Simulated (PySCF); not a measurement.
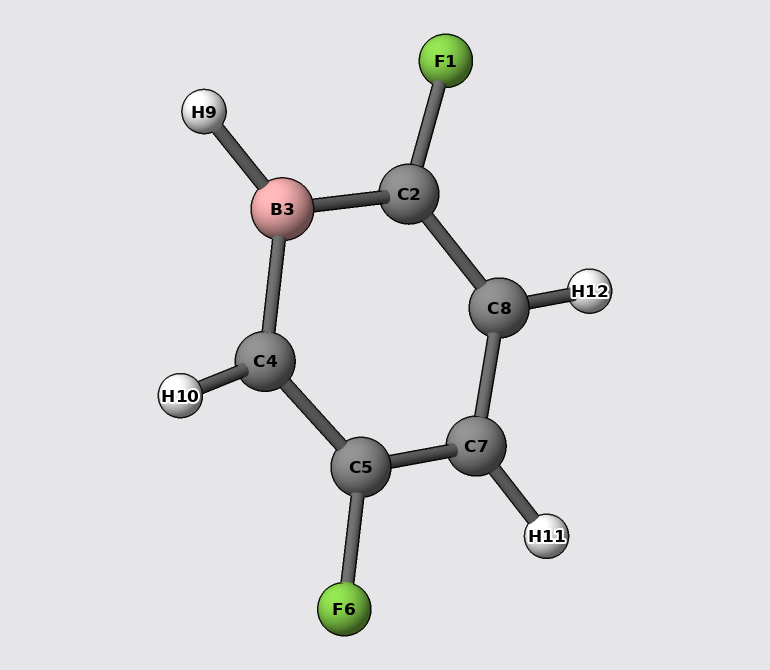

The questions are on isotropic NMR shieldings of the F atoms. State: charge −1, singlet. Computed geometry: GFN2-xTB optimisation. No frequency run is at hand to confirm it as a minimum. Properties computed with GIAO PBE0/pcSseg-1 NMR shielding, non-relativistic, gas phase (PySCF 2.14.0).

Give the isotropic NMR shieldings of the F atoms atom by atom.

```csv
atom,σ (ppm)
F1,318.3
F6,286.8
```

The geometry is semi-empirical. Around B such bond lengths and angles can be off by a tenth of an ångström or more and by several degrees, and values that hang on the shape move with them.
